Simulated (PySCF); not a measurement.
H4Cl2GeSi, SMILES Cl[SiH](Cl)[GeH3], PBE0/def2-SVP optimised geometry. Atoms within 1.6 Å of the plane z = 1.0 Å (x, y, z in Å): Si1 (0.52, -1.47, 0.00), Cl3 (-0.10, -2.49, 1.69), Ge4 (-0.48, 0.69, 0.00), H5 (2.01, -1.47, 0.00), H6 (-0.06, 1.46, 1.26), H8 (-2.01, 0.51, -0.01).

Level of theory: PBE0/def2-TZVP in PySCF.

Map of the log10 of the electron density (e/bohr³), floored at −4 on the plane z = 1.0 Å:

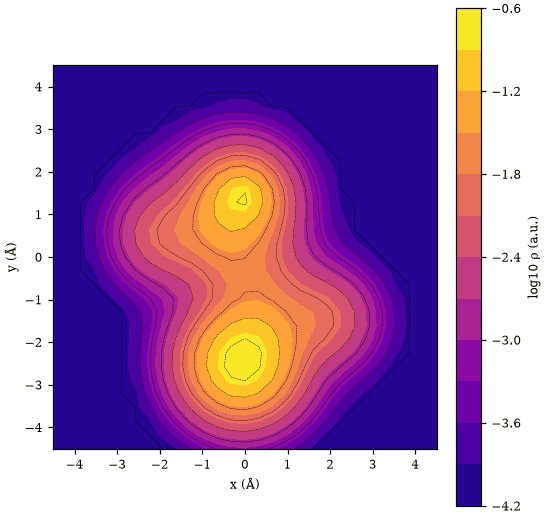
Figure: Log10 of the electron density (e/bohr³), floored at −4 on the plane z = 1.0 Å.
